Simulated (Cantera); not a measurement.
A closed system holds: 1 mol AlCl3, 4.5 mol O2, a varied amount of N2, equilibrated at 950 °C and 100 Pa.

Cantera equilibrium calculation (NASA polynomials, part measured and part estimated; ideal gas, pure solids and liquids). Candidate condensed phases: Al, AlCl3, AlN, Al2O3; 24 gas species. The numbers say what is thermodynamically allowed, not how fast it happens.

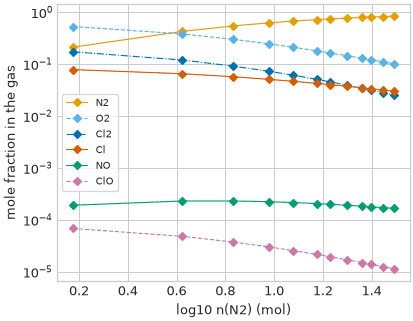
Figure: Equilibrium gas composition (values under 1e-9 drawn at 1e-9)

From 1.5 mol N2 to 31 mol N2 the condensed part is Al2O3(s). The main Al-bearing gas is AlCl3 throughout.
